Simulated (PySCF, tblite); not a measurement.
# C4H8BFO2: dynamics, then NMR shifts on frames, part 1 of 2

How do NMR shifts of C4H8BFO2 (`OB(O)[C@@H]1CC[C@H]1F`) change as the atoms move?

Programs: tblite 0.8.0 and PySCF 2.14.0, with density-fitted response routines of our own. Each step states its level of theory. These are calculated values for one molecule in the gas phase, unless marked as measured. Atoms are numbered from 0 throughout.

## Step 1: The starting structure

16 atoms, charge 0, multiplicity 1; geometry from: GFN2-xTB.

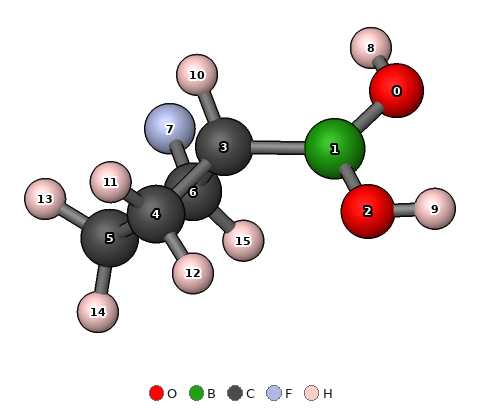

The starting geometry (oxygen red, boron green, carbon dark grey, fluorine light blue, hydrogen pink), atoms numbered; sticks join atoms by distance.

## Step 2: A short Langevin run with GFN2-xTB

What the job is given:

```
{"job": {"kind": "md", "xc": "GFN2-xTB", "basis": "xTB", "temperature": 300, "steps": 2000, "every": 50, "frames": 5}, "charge": 0, "multiplicity": 1}
O     -2.394847     1.182242    -0.569970
B     -1.627059     0.085394    -0.334680
O     -2.227619    -1.037818     0.099452
C     -0.037182     0.105572    -0.517109
C      0.804208    -1.159481    -0.235632
C      1.800311    -0.309111     0.567638
C      0.778177     0.826579     0.576661
F      1.260853     2.067541     0.218674
H     -1.937665     1.971153    -0.857375
H     -3.178291    -0.962507     0.195560
H      0.242403     0.536282    -1.482199
H      1.203637    -1.668282    -1.108869
H      0.262009    -1.872508     0.379454
H      2.681824    -0.034135    -0.007707
H      2.108044    -0.688673     1.539002
H      0.253597     0.966697     1.525690
```

With the program's defaults for keys left out, this is: GFN2-xTB Langevin dynamics, gas phase.

The run is started by

```console
> OMP_NUM_THREADS=1 python probes_run.py task.json out
```

One launch serves the whole session: the jobs run in the order shown.

The log of the run:

```text
t/fs     T/K      E/eV
    0.0   244.0   -729.75063
   25.0   144.7   -729.52634
   50.0   196.8   -729.41099
   75.0   174.9   -729.30161
  100.0   175.6   -729.29535
  125.0   247.4   -729.32646
  150.0   240.6   -729.16609
  175.0   341.3   -729.27626
  200.0   353.2   -729.17004
  225.0   327.8   -729.26571
  250.0   291.9   -729.09511
  275.0   384.0   -729.22650
  300.0   298.3   -729.17388
  325.0   367.1   -729.43385
  350.0   241.8   -728.97263
  375.0   327.0   -729.25402
  400.0   334.8   -729.21534
  425.0   259.8   -729.22735
  450.0   231.4   -729.31123
  475.0   187.2   -729.17654
  500.0   266.3   -729.42191
  525.0   269.8   -729.30287
  550.0   320.3   -729.24401
  575.0   256.7   -729.34978
  600.0   232.0   -729.16981
  625.0   281.8   -729.00905
  650.0   351.6   -729.16308
  675.0   241.6   -729.01165
  700.0   339.3   -729.17397
  725.0   257.1   -729.04039
  750.0   331.3   -729.21602
  775.0   287.8   -729.29579
  800.0   238.0   -729.11132
  825.0   310.9   -729.13608
  850.0   275.1   -729.21744
  875.0   191.6   -729.16848
  900.0   353.0   -729.22876
  925.0   352.7   -729.19481
  950.0   342.8   -729.24952
  975.0   267.2   -729.27567
 1000.0   234.1   -729.37417
```

Run time: 10 s. Hardware: 1 thread of Intel Xeon Platinum 8488C, shared host; peak memory 0.18 GiB.

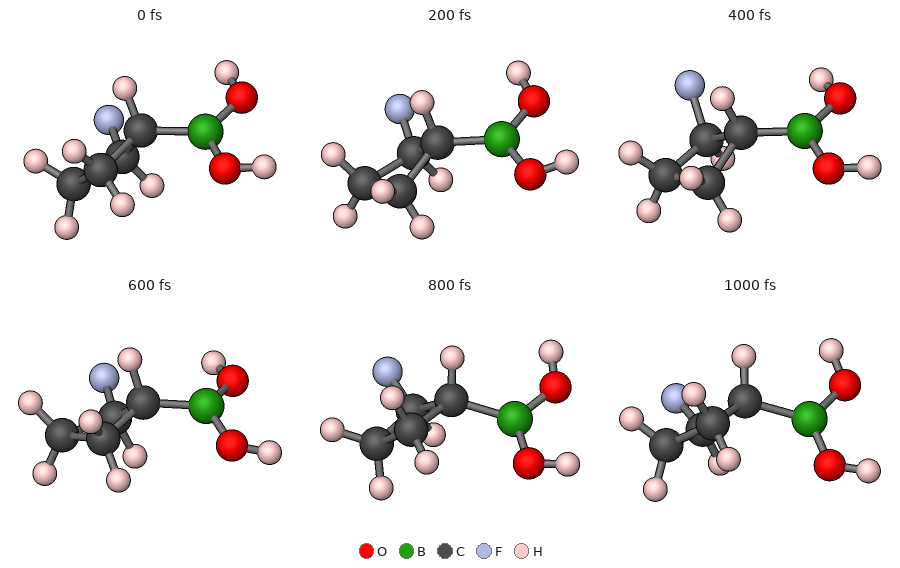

Frames of the run.

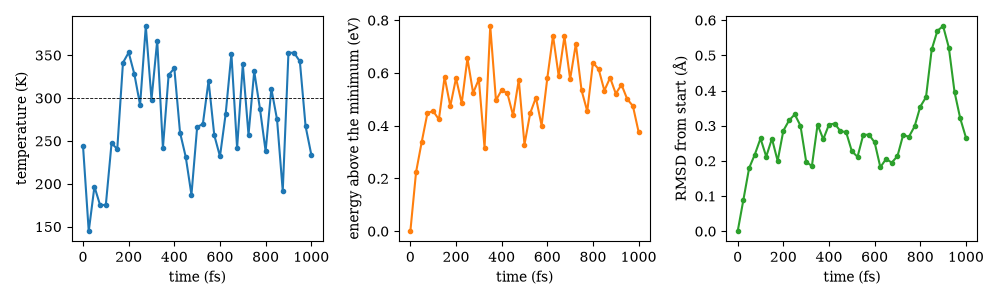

Temperature, potential energy and distance from the start.

Positions (Å) and forces (eV/Å) at 1000 fs:

```xyz
16

O    -2.843    1.936    0.985    0.643   -0.249   -0.283
B    -2.122    0.761    1.175   -0.410    0.218   -0.395
O    -2.648   -0.232    1.941    0.837    0.376   -0.659
C    -0.703    0.524    0.381   -0.506    0.353    0.802
C    -0.199   -0.901    0.114    1.302   -0.808    0.628
C     1.161   -0.578    0.789   -0.904    0.999    1.176
C     0.578    0.803    1.223   -0.151   -0.722    0.160
F     1.363    1.868    0.893    0.085    0.413   -0.573
H    -2.499    2.630    0.382   -0.191   -0.908    0.717
H    -3.543   -0.153    2.241   -0.337    0.322    0.181
H    -0.746    1.161   -0.502    0.297   -0.162   -0.194
H     0.014   -1.202   -0.909   -0.645    0.102   -0.143
H    -0.625   -1.733    0.679   -0.681    0.422   -0.329
H     1.908   -0.442    0.048    0.901    0.088   -0.315
H     1.511   -1.169    1.652   -0.185    0.022   -0.644
H     0.390    0.972    2.295   -0.055   -0.467   -0.132
```

## Step 3: Shielding tensors: 250 fs, PBE0/pcSseg-1

What the job is given:

```
{"job": {"kind": "nmr", "xc": "PBE0", "basis": "pcSseg-1", "pop": false}, "charge": 0, "multiplicity": 1}
O     -2.678400     1.106300    -0.484100
B     -2.064100    -0.006300     0.002200
O     -2.745200    -1.031700     0.519300
C     -0.517500    -0.189300    -0.166100
C      0.163600    -1.296500     0.560200
C      1.467900    -0.453200     0.553600
C      0.534900     0.745900     0.439500
F      0.913700     1.878500    -0.332300
H     -2.212200     1.688800    -1.082100
H     -3.723900    -0.929000     0.598600
H     -0.213300    -0.222100    -1.257100
H      0.096300    -2.285100     0.166400
H     -0.200600    -1.362000     1.666700
H      2.121400    -0.384400    -0.364900
H      2.086200    -0.517500     1.520500
H      0.291200     1.199900     1.354500
```

With the program's defaults for keys left out, this is: GIAO PBE0/pcSseg-1 NMR shielding, non-relativistic, gas phase.

The log of the run:

```text
coarse grid: 13648 points
cycle   1  E = -431.6972762571  dE =  1.149e+00  |g| = 9.566e-01  |ddm| = 3.440e+00
cycle   2  E = -431.5675676608  dE =  1.297e-01  |g| = 1.316e+00  |ddm| = 1.519e+00
cycle   3  E = -431.8594594908  dE = -2.919e-01  |g| = 8.882e-02  |ddm| = 9.207e-01
cycle   4  E = -431.8607785416  dE = -1.319e-03  |g| = 4.548e-02  |ddm| = 1.054e-01
cycle   5  E = -431.8612373526  dE = -4.588e-04  |g| = 9.313e-03  |ddm| = 4.366e-02
cycle   6  E = -431.8612504910  dE = -1.314e-05  |g| = 3.411e-03  |ddm| = 8.369e-03
cycle   7  E = -431.8612522187  dE = -1.728e-06  |g| = 6.785e-04  |ddm| = 2.758e-03
final grid: 133040 points
cycle   8  E = -431.9344645903  dE = -4.996e-05  |g| = 1.044e-02  |ddm| = 3.029e-02
cycle   9  E = -431.9344398033  dE =  2.479e-05  |g| = 1.553e-02  |ddm| = 1.902e-02
cycle  10  E = -431.9344876664  dE = -4.786e-05  |g| = 1.014e-03  |ddm| = 1.110e-02
cycle  11  E = -431.9344878145  dE = -1.482e-07  |g| = 3.225e-04  |ddm| = 9.837e-04
cycle  12  E = -431.9344878294  dE = -1.490e-08  |g| = 7.024e-05  |ddm| = 2.284e-04
cycle  13  E = -431.9344878302  dE = -8.108e-10  |g| = 2.754e-05  |ddm| = 6.876e-05
converged SCF energy = -431.9344878302

GIAO shielding tensors (ppm)
atom      isotropic    diamagn.    paramagn.     s11        s22        s33       span
  0 O      213.399     385.972    -172.574     93.868    270.356    275.972    182.104
  1 B       72.948     193.489    -120.542     57.411     67.399     94.033     36.622
  2 O      215.169     384.946    -169.777    121.937    249.763    273.806    151.870
  3 C      147.197     257.902    -110.705    129.820    151.888    159.884     30.065
  4 C      165.595     249.954     -84.359    141.424    172.219    183.141     41.717
  5 C      142.723     251.789    -109.067    125.781    148.357    154.030     28.250
  6 C       90.912     244.203    -153.291     44.726     71.812    156.199    111.473
  7 F      335.681     474.720    -139.039    272.567    331.227    403.249    130.682
  8 H       27.378      32.744      -5.367     21.474     25.040     35.619     14.145
  9 H       26.758      26.506       0.252     21.074     21.807     37.394     16.320
 10 H       29.222      32.950      -3.727     27.004     29.157     31.507      4.502
 11 H       30.048      30.927      -0.879     26.603     27.114     36.427      9.824
 12 H       28.810      29.946      -1.136     25.540     27.150     33.740      8.200
 13 H       28.349      29.330      -0.981     25.714     26.961     32.371      6.658
 14 H       27.849      28.556      -0.707     23.884     24.769     34.892     11.008
 15 H       27.314      32.779      -5.465     24.363     27.229     30.348      5.985
```

It took 25 s on 1 thread of Intel Xeon Platinum 8488C, shared host; peak memory 0.87 GiB.

Shifts follow as δ = σ(reference) − σ, with reference shieldings (ppm) from runs at the same level and on the same kind of geometry: 1H TMS 31.72, 13C TMS 186.9, 19F CFCl3 170.9, 17O H2O 336.1, 11B BF3·OEt2 100.1. The references are single molecules in the gas phase, so shifts against H2O, NH3, PH3, H3PO4 or CFCl3 are not on the usual liquid scales and can be off by tens of ppm. Each atom is listed at this fixed geometry, with no averaging over motion; a spectrum would average atoms that exchange fast.

| atoms | environment | σ (ppm) | δ (ppm) |
| --- | --- | --- | --- |
| C6 | sp3 CH bonded to F | 90.9 | 96.0 |
| C5 | sp3 CH2 in a ring | 142.7 | 44.2 |
| C3 | sp3 CH bonded to B | 147.2 | 39.7 |
| C4 | sp3 CH2 in a ring | 165.6 | 21.3 |
| H9 | hydrogen on an oxygen bonded to B | 26.76 | 4.96 |
| H15 | hydrogen on an sp3 CH bonded to F | 27.31 | 4.40 |
| H8 | hydrogen on an oxygen bonded to B | 27.38 | 4.34 |
| H14 | hydrogen on an sp3 CH2 in a ring | 27.85 | 3.87 |
| H13 | hydrogen on an sp3 CH2 in a ring | 28.35 | 3.37 |
| H12 | hydrogen on an sp3 CH2 in a ring | 28.81 | 2.91 |
| H10 | hydrogen on an sp3 CH bonded to B | 29.22 | 2.49 |
| H11 | hydrogen on an sp3 CH2 in a ring | 30.05 | 1.67 |
| O0 | oxygen bonded to B, H | 213.4 | 122.7 |
| O2 | oxygen bonded to B, H | 215.2 | 120.9 |
| B1 | boron bonded to C, 2 O | 72.9 | 27.1 |
| F7 | fluorine on an sp3 carbon | 335.7 | -164.7 |

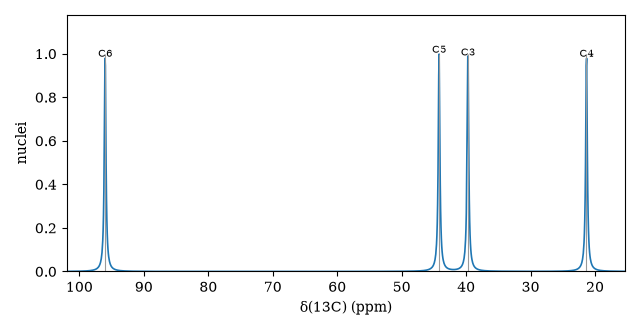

13C lines at the computed shifts, without couplings. Lines are broadened to a width of 0.30 ppm (Lorentzian).

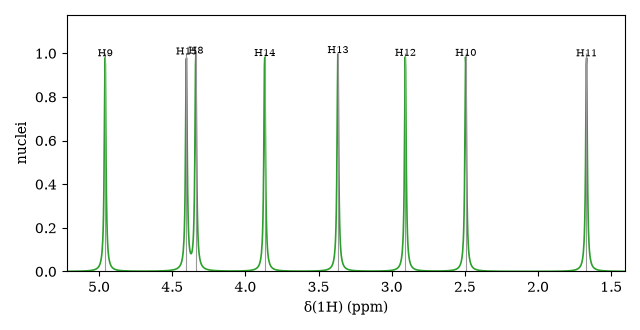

1H lines at the computed shifts, without couplings. Lines are broadened to a width of 0.01 ppm (Lorentzian).

Ring of atoms C3, C4, C5, C6: NICS(0) -6.0, NICS(1) -3.9, NICS(1)zz 0.5 ppm (means of both faces).

The two faces differ (NICS(1)zz 3.1 and -2.0 ppm).

The fields below are evaluated on a grid from the run's orbitals.

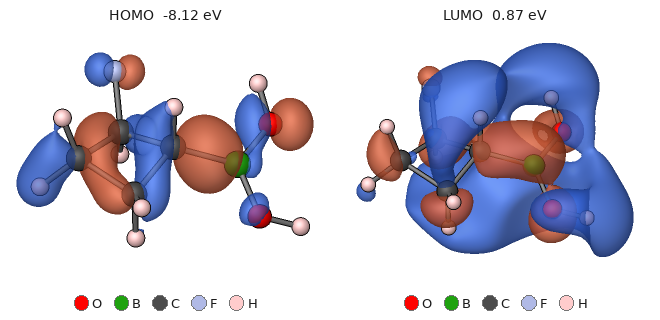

Frontier orbitals at PBE0/pcSseg-1; each surface holds 70 % of the orbital's density, blue and red mark the sign.

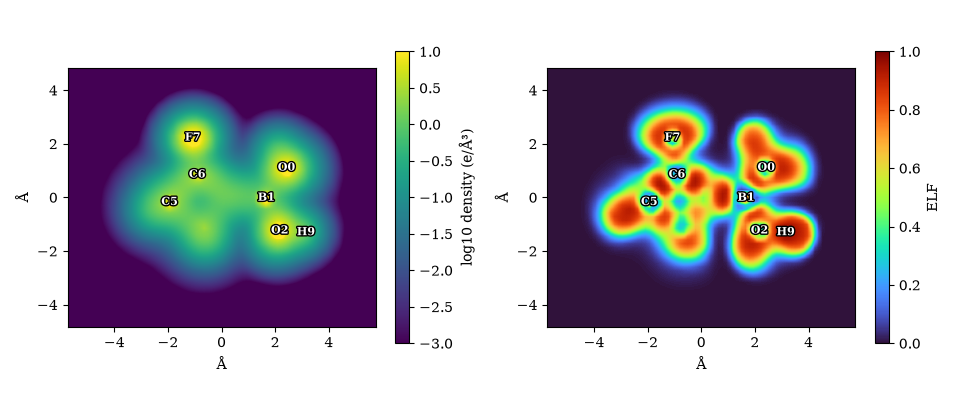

Density (left) and ELF (right) in a plane through or near 7 of the atoms.

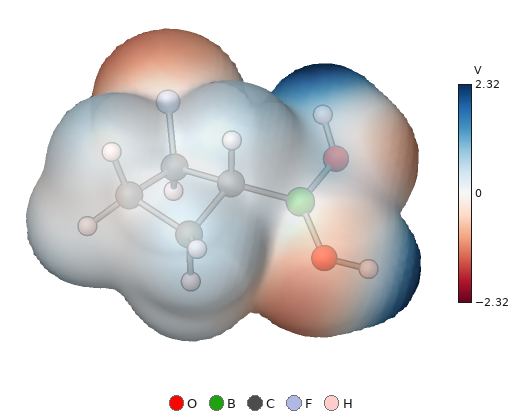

The potential that a unit positive charge feels on the 0.002 e/bohr³ surface, from -1.18 V near F7 to 2.32 V near H9.

## Step 4: Shielding tensors: 425 fs, PBE0/pcSseg-1

What the job is given:

```
{"job": {"kind": "nmr", "xc": "PBE0", "basis": "pcSseg-1", "pop": false}, "charge": 0, "multiplicity": 1}
O     -3.163800     1.225100     0.162400
B     -2.530800     0.058100     0.448400
O     -3.251200    -1.003000     0.912900
C     -1.026900    -0.254000     0.158600
C     -0.214500    -1.470400     0.722400
C      1.053100    -0.640300     0.831300
C      0.117300     0.588000     0.684100
F      0.485100     1.585300    -0.126000
H     -2.661900     2.011800    -0.009900
H     -4.183500    -0.867200     0.913000
H     -0.919600    -0.347800    -0.863000
H     -0.059800    -2.387700     0.083200
H     -0.628100    -1.914900     1.642300
H      1.711600    -0.890800     0.045800
H      1.682700    -0.754100     1.706700
H     -0.095000     1.076600     1.625900
```

Level: GIAO PBE0/pcSseg-1 NMR shielding, non-relativistic, gas phase.

The log of the run:

```text
coarse grid: 13648 points
cycle   1  E = -431.7007493879  dE =  1.291e+00  |g| = 9.571e-01  |ddm| = 3.533e+00
cycle   2  E = -431.5831712155  dE =  1.176e-01  |g| = 1.283e+00  |ddm| = 1.444e+00
cycle   3  E = -431.8616625753  dE = -2.785e-01  |g| = 9.167e-02  |ddm| = 8.613e-01
cycle   4  E = -431.8632012340  dE = -1.539e-03  |g| = 3.847e-02  |ddm| = 9.937e-02
cycle   5  E = -431.8635320455  dE = -3.308e-04  |g| = 6.932e-03  |ddm| = 3.427e-02
cycle   6  E = -431.8635395852  dE = -7.540e-06  |g| = 3.194e-03  |ddm| = 6.560e-03
cycle   7  E = -431.8635412026  dE = -1.617e-06  |g| = 6.805e-04  |ddm| = 2.254e-03
final grid: 133040 points
cycle   8  E = -431.9360099835  dE = -5.301e-05  |g| = 9.748e-03  |ddm| = 3.041e-02
cycle   9  E = -431.9359914339  dE =  1.855e-05  |g| = 1.386e-02  |ddm| = 1.740e-02
cycle  10  E = -431.9360306345  dE = -3.920e-05  |g| = 9.031e-04  |ddm| = 9.963e-03
cycle  11  E = -431.9360307640  dE = -1.294e-07  |g| = 2.576e-04  |ddm| = 8.410e-04
cycle  12  E = -431.9360307744  dE = -1.049e-08  |g| = 6.697e-05  |ddm| = 2.129e-04
cycle  13  E = -431.9360307751  dE = -6.935e-10  |g| = 2.971e-05  |ddm| = 6.127e-05
converged SCF energy = -431.9360307751

GIAO shielding tensors (ppm)
atom      isotropic    diamagn.    paramagn.     s11        s22        s33       span
  0 O      221.612     385.143    -163.531    106.086    272.317    286.433    180.347
  1 B       71.115     192.874    -121.759     52.074     68.622     92.649     40.575
  2 O      219.201     382.932    -163.731    111.921    259.614    286.069    174.148
  3 C      160.166     259.585     -99.419    136.361    157.152    186.985     50.624
  4 C      169.124     248.272     -79.147    153.472    165.571    188.331     34.859
  5 C      161.477     250.395     -88.919    147.271    149.889    187.270     40.000
  6 C       99.716     240.286    -140.570     66.566     85.798    146.785     80.219
  7 F      356.659     475.461    -118.801    288.652    383.319    398.007    109.355
  8 H       27.389      33.074      -5.685     21.059     24.929     36.179     15.120
  9 H       28.353      27.911       0.441     22.368     23.284     39.406     17.039
 10 H       31.184      36.314      -5.130     28.210     31.584     33.758      5.548
 11 H       28.920      29.524      -0.604     24.637     26.571     35.551     10.914
 12 H       29.474      30.127      -0.653     25.759     28.097     34.566      8.807
 13 H       30.266      32.226      -1.960     26.930     28.520     35.348      8.418
 14 H       29.908      29.992      -0.084     26.253     26.893     36.577     10.324
 15 H       26.935      31.308      -4.373     24.195     27.786     28.823      4.628
```

It took 19 s on 1 thread of Intel Xeon Platinum 8488C, shared host; peak memory 0.81 GiB.

Key values: δ C6 87.2, C3 26.8, C5 25.4, C4 17.8, H15 4.78, H8 4.33 ppm.

## Step 5: Shielding tensors: 625 fs, PBE0/pcSseg-1

What the job is given:

```
{"job": {"kind": "nmr", "xc": "PBE0", "basis": "pcSseg-1", "pop": false}, "charge": 0, "multiplicity": 1}
O     -2.924200     1.285100     0.582400
B     -2.369600     0.055200     0.510300
O     -3.114700    -1.006300     0.957800
C     -0.907700    -0.095700    -0.137700
C     -0.178600    -1.443800    -0.003200
C      1.095600    -0.717100     0.415200
C      0.137800     0.532900     0.827600
F      0.339600     1.791400     0.350700
H     -2.351500     1.938600     0.177300
H     -3.970100    -1.014100     1.384500
H     -0.864200     0.345900    -1.173300
H     -0.036000    -1.986800    -0.894400
H     -0.742200    -2.071000     0.682600
H      1.665600    -0.473900    -0.437300
H      1.760900    -1.070500     1.216900
H     -0.111700     0.459300     1.913800
```

Level: GIAO PBE0/pcSseg-1 NMR shielding, non-relativistic, gas phase.

The log of the run:

```text
coarse grid: 13648 points
cycle   1  E = -431.6846804386  dE =  1.125e+00  |g| = 9.696e-01  |ddm| = 3.483e+00
cycle   2  E = -431.5459851344  dE =  1.387e-01  |g| = 1.335e+00  |ddm| = 1.422e+00
cycle   3  E = -431.8520228736  dE = -3.060e-01  |g| = 8.809e-02  |ddm| = 8.602e-01
cycle   4  E = -431.8534285206  dE = -1.406e-03  |g| = 4.111e-02  |ddm| = 1.029e-01
cycle   5  E = -431.8538210398  dE = -3.925e-04  |g| = 7.856e-03  |ddm| = 3.844e-02
cycle   6  E = -431.8538321905  dE = -1.115e-05  |g| = 2.830e-03  |ddm| = 7.475e-03
cycle   7  E = -431.8538334024  dE = -1.212e-06  |g| = 6.590e-04  |ddm| = 2.297e-03
final grid: 133040 points
cycle   8  E = -431.9269472985  dE = -5.592e-05  |g| = 1.005e-02  |ddm| = 3.090e-02
cycle   9  E = -431.9269264346  dE =  2.086e-05  |g| = 1.450e-02  |ddm| = 1.785e-02
cycle  10  E = -431.9269691991  dE = -4.276e-05  |g| = 9.591e-04  |ddm| = 1.023e-02
cycle  11  E = -431.9269693457  dE = -1.466e-07  |g| = 2.842e-04  |ddm| = 8.528e-04
cycle  12  E = -431.9269693587  dE = -1.294e-08  |g| = 6.915e-05  |ddm| = 2.120e-04
cycle  13  E = -431.9269693594  dE = -7.809e-10  |g| = 2.902e-05  |ddm| = 6.423e-05
converged SCF energy = -431.9269693594

GIAO shielding tensors (ppm)
atom      isotropic    diamagn.    paramagn.     s11        s22        s33       span
  0 O      201.709     387.500    -185.791     85.480    255.618    264.028    178.547
  1 B       72.595     193.304    -120.709     56.503     70.031     91.250     34.747
  2 O      235.505     385.935    -150.430    151.677    260.540    294.297    142.620
  3 C      146.926     257.102    -110.177    128.561    144.179    168.037     39.476
  4 C      176.955     249.197     -72.243    163.370    175.316    192.178     28.808
  5 C      145.425     251.350    -105.925    122.057    139.239    174.980     52.923
  6 C       90.598     246.761    -156.163     52.223     78.033    141.539     89.315
  7 F      342.194     474.966    -132.772    302.038    340.830    383.715     81.677
  8 H       27.641      33.260      -5.619     21.104     27.097     34.721     13.617
  9 H       27.256      28.811      -1.555     21.320     21.558     38.891     17.571
 10 H       28.931      32.895      -3.964     26.364     28.764     31.664      5.300
 11 H       30.903      31.608      -0.705     26.654     28.230     37.826     11.172
 12 H       29.706      31.167      -1.460     24.915     29.582     34.622      9.707
 13 H       29.770      32.221      -2.451     27.459     28.014     33.838      6.379
 14 H       28.933      29.774      -0.841     25.255     25.903     35.641     10.387
 15 H       26.457      30.830      -4.372     25.014     26.460     27.898      2.884
```

Wall time 19 s (1 thread of Intel Xeon Platinum 8488C, shared host); peak memory 0.81 GiB.

In short: δ C6 96.3, C5 41.5, C3 40.0, C4 10.0, H15 5.26, H9 4.46 ppm.

(Continued in part 2 of 2.)
